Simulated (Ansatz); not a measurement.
**SiH4 (singlet): CAM-B3LYP, wB97M-V over a scan of the distance Si1–H5, 6-31G**

Aim: run SiH4 (singlet) with these functionals over a scan of the distance Si1–H5, and hold them against the top wave-function level at the same points.

Method: 6-31G, all electrons in the functionals; program: Ansatz 0.2.0, Gaussian basis.

Plan: CAM-B3LYP, wB97M-V, at 1.165 Å; 1.360 Å; 1.485 Å; 1.610 Å; 1.805 Å; 2.075 Å; 2.403 Å; 2.694 Å; 3.232 Å; 4.080 Å; 4.996 Å.

22 further runs of the same task are left out: 18 that didn't finish, 4 set aside as unsound or not needed.

**1. What is computed**

The geometry derives from a PBE0/def2-TZVP stationary point (not a proven minimum). One bond is set to the value named and the two fragments are kept rigid.

5 atoms, charge 0, spin multiplicity 1.

Atoms are counted from 1 here; the program's logs count them from 0.

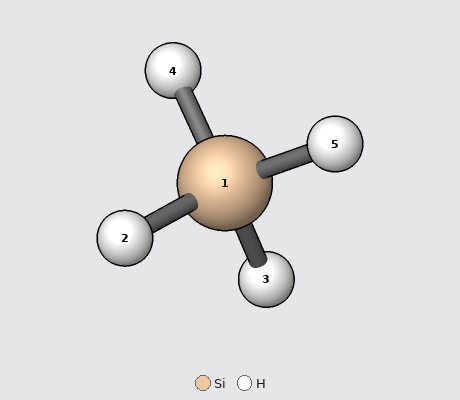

The geometry (silicon light orange, hydrogen white); atoms are numbered from 1 in the order of the file.

No dispersion term is added; wB97M-V holds VV10 nonlocal correlation.

The geometry shown and the zero of energy belong to the point 1.485 Å. The yardstick, FCI, and other wave-function levels (R restricted, U unrestricted, valence and pair active spaces) come from earlier runs.

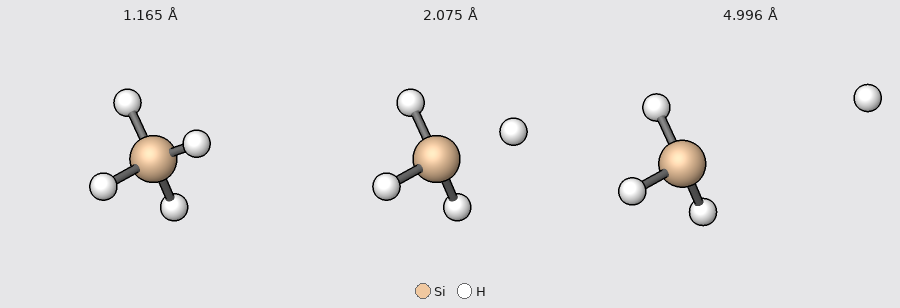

Three points of the scan; sticks are drawn by distance.

**2. CAM-B3LYP, 1.165 Å**

File in.yaml:

```yaml
crystal:
  periodic: [false, false, false]
  atoms:
    - {symbol: Si, position_ang: [0.005800, -0.005809, -0.005764]}
    - {symbol: H, position_ang: [0.861649, 0.852935, 0.851067]}
    - {symbol: H, position_ang: [-0.853751, -0.860235, 0.851681]}
    - {symbol: H, position_ang: [-0.848931, 0.849726, -0.866912]}
    - {symbol: H, position_ang: [0.679424, -0.680550, -0.675226]}
basis:
  gaussian: {orbitals: 6-31G}
hamiltonian: {xc: {name: CAM-B3LYP}}
```

Run with:

```
$ ansatz run in.yaml --threads 1 --pin off --events-out ev --progress --plain --max-ram 2393MiB
```

Log, shortened:

```text
Functional definition: CAM-B3LYP
  name "CAM-B3LYP"
  cite "Yanai, Tew & Handy, Chem. Phys. Lett. 393, 51 (2004) doi:10.1016/j.cplett.2004.06.011"
  cite "Iikura, Tsuneda, Yanai & Hirao, J. Chem. Phys. 115, 3540 (2001) doi:10.1063/1.1383587"
  cite "Becke, Phys. Rev. A 38, 3098 (1988) doi:10.1103/PhysRevA.38.3098"
  cite "Lee, Yang & Parr, Phys. Rev. B 37, 785 (1988) doi:10.1103/PhysRevB.37.785"
  cite "Vosko, Wilk & Nusair, Can. J. Phys. 58, 1200 (1980) doi:10.1139/p80-159"
[...]
  # Exact exchange under (alpha + beta erf(omega r))/r, Becke's under what is left of 1/r.
[...]
268 factors; integrals over basis functions are off by at most 1.8e-4 eV
141 factors; integrals over basis functions are off by at most 5.1e-6 eV
[...]
mean field -7939.22822871 eV, -291.7612560030 hartree, gradient 1.5e-5 eV, S^2 0.000000; 0 other end points of the search recorded, 0 dependent functions left out
reference -7939.22831773 eV, -291.7612592743 hartree; 9, 9 occupied and 12, 12 virtual orbitals, 268 factors
Total energy: -7939.22831773 eV, -291.7612592743 hartree
```

Run time: 0.46 s. Hardware: 1 thread of Arm Neoverse V1, shared host.

**3. CAM-B3LYP, 1.360 Å**

File in.yaml:

```yaml
crystal:
  periodic: [false, false, false]
  atoms:
    - {symbol: Si, position_ang: [0.002261, -0.002265, -0.002247]}
    - {symbol: H, position_ang: [0.858111, 0.856479, 0.854585]}
    - {symbol: H, position_ang: [-0.857288, -0.856692, 0.855197]}
    - {symbol: H, position_ang: [-0.852470, 0.853270, -0.863394]}
    - {symbol: H, position_ang: [0.788638, -0.789944, -0.783767]}
basis:
  gaussian: {orbitals: 6-31G}
hamiltonian: {xc: {name: CAM-B3LYP}}
```

The command is unchanged.

Log, shortened:

```text
Functional definition: CAM-B3LYP
  name "CAM-B3LYP"
  cite "Yanai, Tew & Handy, Chem. Phys. Lett. 393, 51 (2004) doi:10.1016/j.cplett.2004.06.011"
  cite "Iikura, Tsuneda, Yanai & Hirao, J. Chem. Phys. 115, 3540 (2001) doi:10.1063/1.1383587"
  cite "Becke, Phys. Rev. A 38, 3098 (1988) doi:10.1103/PhysRevA.38.3098"
  cite "Lee, Yang & Parr, Phys. Rev. B 37, 785 (1988) doi:10.1103/PhysRevB.37.785"
[...]
268 factors; integrals over basis functions are off by at most 1.8e-4 eV
141 factors; integrals over basis functions are off by at most 5.2e-6 eV
[...]
mean field -7940.65738160 eV, -291.8137764030 hartree, gradient 2.6e-5 eV, S^2 0.000000; 0 other end points of the search recorded, 0 dependent functions left out
reference -7940.65747150 eV, -291.8137797068 hartree; 9, 9 occupied and 12, 12 virtual orbitals, 268 factors
Total energy: -7940.65747150 eV, -291.8137797068 hartree
```

It took 0.45 s on 1 thread of Arm Neoverse V1, shared host.

**4. CAM-B3LYP, 1.485 Å**

File in.yaml:

```yaml
crystal:
  periodic: [false, false, false]
  atoms:
    - {symbol: Si, position_ang: [0.000000, 0.000000, 0.000000]}
    - {symbol: H, position_ang: [0.855850, 0.858745, 0.856831]}
    - {symbol: H, position_ang: [-0.859551, -0.854424, 0.857445]}
    - {symbol: H, position_ang: [-0.854730, 0.855535, -0.861149]}
    - {symbol: H, position_ang: [0.858431, -0.859856, -0.853127]}
basis:
  gaussian: {orbitals: 6-31G}
hamiltonian: {xc: {name: CAM-B3LYP}}
```

Same command.

Log, shortened:

```text
Functional definition: CAM-B3LYP
  name "CAM-B3LYP"
  cite "Yanai, Tew & Handy, Chem. Phys. Lett. 393, 51 (2004) doi:10.1016/j.cplett.2004.06.011"
  cite "Iikura, Tsuneda, Yanai & Hirao, J. Chem. Phys. 115, 3540 (2001) doi:10.1063/1.1383587"
  cite "Becke, Phys. Rev. A 38, 3098 (1988) doi:10.1103/PhysRevA.38.3098"
  cite "Lee, Yang & Parr, Phys. Rev. B 37, 785 (1988) doi:10.1103/PhysRevB.37.785"
[...]
268 factors; integrals over basis functions are off by at most 1.8e-4 eV
141 factors; integrals over basis functions are off by at most 5.2e-6 eV
[...]
mean field -7940.85806583 eV, -291.8211514122 hartree, gradient 8.4e-6 eV, S^2 0.000000; 0 other end points of the search recorded, 0 dependent functions left out
reference -7940.85815638 eV, -291.8211547399 hartree; 9, 9 occupied and 12, 12 virtual orbitals, 268 factors
Total energy: -7940.85815638 eV, -291.8211547399 hartree
```

Run time: 0.49 s. Hardware: 1 thread of Arm Neoverse V1, shared host.

**5. CAM-B3LYP, 1.610 Å**

File in.yaml:

```yaml
crystal:
  periodic: [false, false, false]
  atoms:
    - {symbol: Si, position_ang: [-0.002275, 0.002279, 0.002261]}
    - {symbol: H, position_ang: [0.853575, 0.861024, 0.859091]}
    - {symbol: H, position_ang: [-0.861828, -0.852142, 0.859707]}
    - {symbol: H, position_ang: [-0.857003, 0.857813, -0.858890]}
    - {symbol: H, position_ang: [0.928655, -0.930200, -0.922915]}
basis:
  gaussian: {orbitals: 6-31G}
hamiltonian: {xc: {name: CAM-B3LYP}}
```

Same command.

Log, shortened:

```text
Functional definition: CAM-B3LYP
  name "CAM-B3LYP"
  cite "Yanai, Tew & Handy, Chem. Phys. Lett. 393, 51 (2004) doi:10.1016/j.cplett.2004.06.011"
  cite "Iikura, Tsuneda, Yanai & Hirao, J. Chem. Phys. 115, 3540 (2001) doi:10.1063/1.1383587"
  cite "Becke, Phys. Rev. A 38, 3098 (1988) doi:10.1103/PhysRevA.38.3098"
  cite "Lee, Yang & Parr, Phys. Rev. B 37, 785 (1988) doi:10.1103/PhysRevB.37.785"
[...]
268 factors; integrals over basis functions are off by at most 2.0e-4 eV
141 factors; integrals over basis functions are off by at most 6.1e-6 eV
[...]
mean field -7940.76257034 eV, -291.8176420180 hartree, gradient 4.7e-5 eV, S^2 0.000000; 0 other end points of the search recorded, 0 dependent functions left out
reference -7940.76266153 eV, -291.8176453691 hartree; 9, 9 occupied and 12, 12 virtual orbitals, 268 factors
Total energy: -7940.76266153 eV, -291.8176453691 hartree
```

It took 0.45 s on 1 thread of Arm Neoverse V1, shared host.

From 1.485 Å: +2.2 kcal/mol.

**6. CAM-B3LYP, 1.805 Å**

File in.yaml:

```yaml
crystal:
  periodic: [false, false, false]
  atoms:
    - {symbol: Si, position_ang: [-0.005814, 0.005823, 0.005778]}
    - {symbol: H, position_ang: [0.850036, 0.864568, 0.862608]}
    - {symbol: H, position_ang: [-0.865366, -0.848599, 0.863223]}
    - {symbol: H, position_ang: [-0.860543, 0.861358, -0.855372]}
    - {symbol: H, position_ang: [1.037870, -1.039593, -1.031456]}
basis:
  gaussian: {orbitals: 6-31G}
hamiltonian: {xc: {name: CAM-B3LYP}}
```

Same command.

Log, shortened:

```text
Functional definition: CAM-B3LYP
  name "CAM-B3LYP"
  cite "Yanai, Tew & Handy, Chem. Phys. Lett. 393, 51 (2004) doi:10.1016/j.cplett.2004.06.011"
  cite "Iikura, Tsuneda, Yanai & Hirao, J. Chem. Phys. 115, 3540 (2001) doi:10.1063/1.1383587"
  cite "Becke, Phys. Rev. A 38, 3098 (1988) doi:10.1103/PhysRevA.38.3098"
  cite "Lee, Yang & Parr, Phys. Rev. B 37, 785 (1988) doi:10.1103/PhysRevB.37.785"
[...]
268 factors; integrals over basis functions are off by at most 1.9e-4 eV
141 factors; integrals over basis functions are off by at most 7.8e-6 eV
[...]
mean field -7940.30388781 eV, -291.8007857459 hartree, gradient 6.2e-5 eV, S^2 0.000000; 0 other end points of the search recorded, 0 dependent functions left out
reference -7940.30398095 eV, -291.8007891687 hartree; 9, 9 occupied and 12, 12 virtual orbitals, 268 factors
Total energy: -7940.30398095 eV, -291.8007891687 hartree
```

Run time: 0.46 s. Hardware: 1 thread of Arm Neoverse V1, shared host.

From 1.485 Å: +12.8 kcal/mol.

**7. CAM-B3LYP, 2.075 Å**

File in.yaml:

```yaml
crystal:
  periodic: [false, false, false]
  atoms:
    - {symbol: Si, position_ang: [-0.010713, 0.010731, 0.010647]}
    - {symbol: H, position_ang: [0.845137, 0.869476, 0.867478]}
    - {symbol: H, position_ang: [-0.870265, -0.843692, 0.868092]}
    - {symbol: H, position_ang: [-0.865443, 0.866266, -0.850503]}
    - {symbol: H, position_ang: [1.189089, -1.191063, -1.181741]}
basis:
  gaussian: {orbitals: 6-31G}
hamiltonian: {xc: {name: CAM-B3LYP}}
```

The command is unchanged.

Log, shortened:

```text
Functional definition: CAM-B3LYP
  name "CAM-B3LYP"
  cite "Yanai, Tew & Handy, Chem. Phys. Lett. 393, 51 (2004) doi:10.1016/j.cplett.2004.06.011"
  cite "Iikura, Tsuneda, Yanai & Hirao, J. Chem. Phys. 115, 3540 (2001) doi:10.1063/1.1383587"
  cite "Becke, Phys. Rev. A 38, 3098 (1988) doi:10.1103/PhysRevA.38.3098"
  cite "Lee, Yang & Parr, Phys. Rev. B 37, 785 (1988) doi:10.1103/PhysRevB.37.785"
[...]
268 factors; integrals over basis functions are off by at most 1.9e-4 eV
141 factors; integrals over basis functions are off by at most 1.1e-5 eV
[...]
mean field -7939.43406803 eV, -291.7688204583 hartree, gradient 4.5e-5 eV, S^2 0.000000; 0 other end points of the search recorded, 0 dependent functions left out
reference -7939.43416377 eV, -291.7688239768 hartree; 9, 9 occupied and 12, 12 virtual orbitals, 268 factors
Total energy: -7939.43416377 eV, -291.7688239768 hartree
```

It took 0.46 s on 1 thread of Arm Neoverse V1, shared host.

From 1.485 Å: +32.8 kcal/mol.

**8. CAM-B3LYP, 2.403 Å**

File in.yaml:

```yaml
crystal:
  periodic: [false, false, false]
  atoms:
    - {symbol: Si, position_ang: [-0.016665, 0.016693, 0.016562]}
    - {symbol: H, position_ang: [0.839185, 0.875438, 0.873393]}
    - {symbol: H, position_ang: [-0.876217, -0.837731, 0.874008]}
    - {symbol: H, position_ang: [-0.871395, 0.872228, -0.844587]}
    - {symbol: H, position_ang: [1.372793, -1.375071, -1.364310]}
basis:
  gaussian: {orbitals: 6-31G}
magnetization: {spin_polarized: true, initial_magnetization: 0}
hamiltonian: {xc: {name: CAM-B3LYP}}
```

The command is unchanged.

Log, shortened:

```text
Functional definition: CAM-B3LYP
  name "CAM-B3LYP"
  cite "Yanai, Tew & Handy, Chem. Phys. Lett. 393, 51 (2004) doi:10.1016/j.cplett.2004.06.011"
  cite "Iikura, Tsuneda, Yanai & Hirao, J. Chem. Phys. 115, 3540 (2001) doi:10.1063/1.1383587"
  cite "Becke, Phys. Rev. A 38, 3098 (1988) doi:10.1103/PhysRevA.38.3098"
  cite "Lee, Yang & Parr, Phys. Rev. B 37, 785 (1988) doi:10.1103/PhysRevB.37.785"
[...]
268 factors; integrals over basis functions are off by at most 1.9e-4 eV
141 factors; integrals over basis functions are off by at most 2.0e-5 eV
[...]
mean field -7938.35755419 eV, -291.7292593044 hartree, gradient 4.0e-7 eV, S^2 0.000000; 1 other end points of the search recorded, 0 dependent functions left out
reference -7938.35765292 eV, -291.7292629326 hartree; 9, 9 occupied and 12, 12 virtual orbitals, 268 factors
Total energy: -7938.35765292 eV, -291.7292629326 hartree
```

Run time: 1.2 s. Hardware: 1 thread of Arm Neoverse V1, shared host.

From the report: ⟨S²⟩ of the determinant 0.000 (pure singlet: 0.00).

From 1.485 Å: +57.7 kcal/mol.

**9. CAM-B3LYP, 2.694 Å**

File in.yaml:

```yaml
crystal:
  periodic: [false, false, false]
  atoms:
    - {symbol: Si, position_ang: [-0.021946, 0.021982, 0.021810]}
    - {symbol: H, position_ang: [0.833904, 0.880727, 0.878641]}
    - {symbol: H, position_ang: [-0.881497, -0.832441, 0.879256]}
    - {symbol: H, position_ang: [-0.876676, 0.877517, -0.839339]}
    - {symbol: H, position_ang: [1.535774, -1.538323, -1.526284]}
basis:
  gaussian: {orbitals: 6-31G}
magnetization: {spin_polarized: true, initial_magnetization: 0}
hamiltonian: {xc: {name: CAM-B3LYP}}
```

Same command.

Log, shortened:

```text
Functional definition: CAM-B3LYP
  name "CAM-B3LYP"
  cite "Yanai, Tew & Handy, Chem. Phys. Lett. 393, 51 (2004) doi:10.1016/j.cplett.2004.06.011"
  cite "Iikura, Tsuneda, Yanai & Hirao, J. Chem. Phys. 115, 3540 (2001) doi:10.1063/1.1383587"
  cite "Becke, Phys. Rev. A 38, 3098 (1988) doi:10.1103/PhysRevA.38.3098"
  cite "Lee, Yang & Parr, Phys. Rev. B 37, 785 (1988) doi:10.1103/PhysRevB.37.785"
[...]
268 factors; integrals over basis functions are off by at most 1.9e-4 eV
141 factors; integrals over basis functions are off by at most 1.9e-5 eV
[...]
mean field -7937.66519792 eV, -291.7038156810 hartree, gradient 1.5e-5 eV, S^2 0.448180; 2 other end points of the search recorded, 0 dependent functions left out
reference -7937.66529889 eV, -291.7038193915 hartree; 9, 9 occupied and 12, 12 virtual orbitals, 268 factors
Total energy: -7937.66529889 eV, -291.7038193915 hartree
```

Wall time 1.9 s (1 thread of Arm Neoverse V1, shared host).

From the report: ⟨S²⟩ of the determinant 0.448 (pure singlet: 0.00).

From 1.485 Å: +73.6 kcal/mol.

**10. CAM-B3LYP, 3.232 Å**

File in.yaml:

```yaml
crystal:
  periodic: [false, false, false]
  atoms:
    - {symbol: Si, position_ang: [-0.031709, 0.031761, 0.031513]}
    - {symbol: H, position_ang: [0.824141, 0.890506, 0.888343]}
    - {symbol: H, position_ang: [-0.891260, -0.822663, 0.888958]}
    - {symbol: H, position_ang: [-0.886438, 0.887296, -0.829637]}
    - {symbol: H, position_ang: [1.837092, -1.840141, -1.825740]}
basis:
  gaussian: {orbitals: 6-31G}
magnetization: {spin_polarized: true, initial_magnetization: 0}
hamiltonian: {xc: {name: CAM-B3LYP}}
```

Same command.

Log, shortened:

```text
Functional definition: CAM-B3LYP
  name "CAM-B3LYP"
  cite "Yanai, Tew & Handy, Chem. Phys. Lett. 393, 51 (2004) doi:10.1016/j.cplett.2004.06.011"
  cite "Iikura, Tsuneda, Yanai & Hirao, J. Chem. Phys. 115, 3540 (2001) doi:10.1063/1.1383587"
  cite "Becke, Phys. Rev. A 38, 3098 (1988) doi:10.1103/PhysRevA.38.3098"
  cite "Lee, Yang & Parr, Phys. Rev. B 37, 785 (1988) doi:10.1103/PhysRevB.37.785"
[...]
268 factors; integrals over basis functions are off by at most 1.9e-4 eV
141 factors; integrals over basis functions are off by at most 2.5e-5 eV
[...]
mean field -7937.14363962 eV, -291.6846487670 hartree, gradient 6.6e-5 eV, S^2 0.853949; 3 other end points of the search recorded, 0 dependent functions left out
reference -7937.14374774 eV, -291.6846527401 hartree; 9, 9 occupied and 12, 12 virtual orbitals, 268 factors
Total energy: -7937.14374774 eV, -291.6846527401 hartree
```

Run time: 1.6 s. Hardware: 1 thread of Arm Neoverse V1, shared host.

From the report: ⟨S²⟩ of the determinant 0.854 (pure singlet: 0.00). The determinant is far from a pure spin state, so its energy mixes those of several spin states (harmless only where they are near-degenerate, as at dissociation).

From 1.485 Å: +85.7 kcal/mol.

[end of part 1 of 3]
